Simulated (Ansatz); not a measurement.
Input

```
crystal:
  periodic: [false, false, false]
  atoms:
    - {symbol: C, position_ang: [-1.061314, -1.501482, -2.837236]}
    - {symbol: C, position_ang: [-2.153688, -1.294194, -1.809815]}
    - {symbol: O, position_ang: [-1.751810, -0.427759, -0.801975]}
    - {symbol: Hf, position_ang: [-1.028805, 0.789441, 0.504691]}
    - {symbol: O, position_ang: [-2.218829, 2.303405, 0.733453]}
    - {symbol: O, position_ang: [0.690324, 1.411922, -0.098100]}
    - {symbol: C, position_ang: [1.906550, 1.801187, -0.643329]}
    - {symbol: C, position_ang: [2.131049, 1.183203, -2.006831]}
    - {symbol: O, position_ang: [-0.797771, -0.153014, 2.169715]}
    - {symbol: C, position_ang: [-0.382647, -0.855303, 3.294023]}
    - {symbol: C, position_ang: [1.126725, -0.892101, 3.406137]}
    - {symbol: H, position_ang: [-0.784390, -0.551871, -3.300844]}
    - {symbol: H, position_ang: [-1.396258, -2.184185, -3.622648]}
    - {symbol: H, position_ang: [-0.169643, -1.925735, -2.369588]}
    - {symbol: H, position_ang: [-3.051466, -0.891248, -2.297188]}
    - {symbol: H, position_ang: [-2.436533, -2.258633, -1.367207]}
    - {symbol: H, position_ang: [-2.878220, 2.901963, 1.064116]}
    - {symbol: H, position_ang: [2.717727, 1.508079, 0.036665]}
    - {symbol: H, position_ang: [1.935018, 2.896179, -0.721122]}
    - {symbol: H, position_ang: [1.343824, 1.487538, -2.700590]}
    - {symbol: H, position_ang: [2.124658, 0.092707, -1.940552]}
    - {symbol: H, position_ang: [3.093562, 1.498480, -2.418262]}
    - {symbol: H, position_ang: [-0.778563, -1.878731, 3.248948]}
    - {symbol: H, position_ang: [-0.811398, -0.386931, 4.189941]}
    - {symbol: H, position_ang: [1.565101, -1.379350, 2.531729]}
    - {symbol: H, position_ang: [1.531471, 0.120655, 3.471327]}
    - {symbol: H, position_ang: [1.433526, -1.444721, 4.298138]}
basis:
  gaussian: {orbitals: def2-TZVPP}
hamiltonian: {xc: pbe0, dispersion: d4}
output: {orbitals: {seedname: orbitals}}
```

Command:

```sh
ansatz run in.yaml --threads 11 --pin off --events-out ev --progress --plain --max-ram 120832MiB --backend cuda --devices 0, --max-vram 75GiB
```

Geometry: PBE0-D4/def2-TZVP; core potentials replace the inner electrons of Hf.

Method: RKS PBE0-D4/def2-TZVPP in Ansatz 0.2.0.

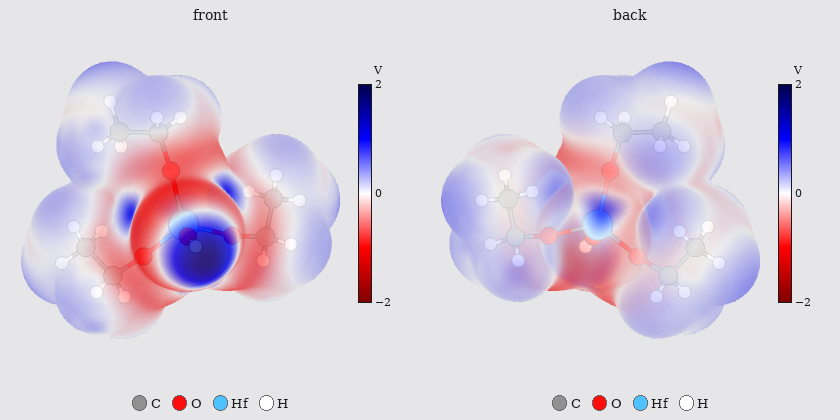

C$_{6}$H$_{16}$HfO$_{4}$ (SMILES CC[O][Hf]([OH])([O]CC)[O]CC). The electrostatic potential painted on the density surface at 0.001 e/bohr³, seen from the front and from behind; red is negative and blue positive.

**Which sites attract a positive test charge, and which a negative one?**

A positive charge is drawn to the negative regions and a negative charge to the positive ones. The most negative region (about −1.0 V) lies over O5, the most positive (about +1.6 V) over H17.
